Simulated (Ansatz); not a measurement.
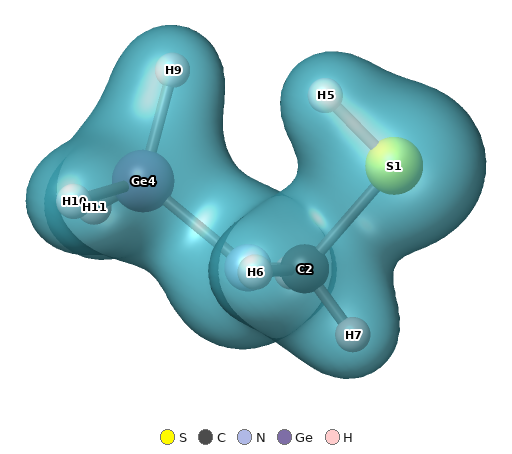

CH₇GeNS. Isosurface of the electron density at 0.2 e/Å³ (cyan), seen at a tilt.

Theory: RKS PBE-D4/def2-SVP (Ansatz).

Input file:

```
crystal:
  periodic: [false, false, false]
  atoms:
    - { symbol: S, position_ang: [-1.741, 1.2126, -0.0805] }
    - { symbol: C, position_ang: [-0.0853, 0.9105, -0.621] }
    - { symbol: "N", position_ang: [0.0599, -0.5163, -0.8829] }
    - { symbol: Ge, position_ang: [0.4032, -1.4175, 0.7491] }
    - { symbol: H, position_ang: [-1.544, 2.6328, -0.0019] }
    - { symbol: H, position_ang: [0.639, 1.3024, 0.1395] }
    - { symbol: H, position_ang: [0.1273, 1.475, -1.5591] }
    - { symbol: H, position_ang: [1.0222, -0.6234, -1.4092] }
    - { symbol: H, position_ang: [-0.9376, -1.2635, 1.6701] }
    - { symbol: H, position_ang: [1.552, -0.8395, 1.5299] }
    - { symbol: H, position_ang: [0.5697, -2.9301, 0.4867] }
basis:
  gaussian: { orbitals: def2-SVP }
hamiltonian:
  xc: pbe
  dispersion: d4
relax:
  f_tol: 0.02
  max_steps: 50
output:
  orbitals: {}
```

Command:

```sh
ansatz run input.yaml --threads 2 --pin off --max-ram 3072MiB --backend cpu --events-out ev --progress --plain --runs-dir out
```

The fields are those of the relaxed geometry.

> Which contacts does the surface bridge?

At this value the surface is in one piece. It bridges the shortest C–N (1.43 Å), Ge–N (1.86 Å), C–S (1.88 Å) and N–H (1.03 Å) contacts, where the density stays above the isovalue. On the grid the lowest density along these lines, outside the cores, is 1.9 e/Å³ (C–N, 1.43 Å), 0.89 e/Å³ (Ge–N, 1.86 Å), 1.1 e/Å³ (C–S, 1.88 Å) and 2.1 e/Å³ (N–H, 1.03 Å).
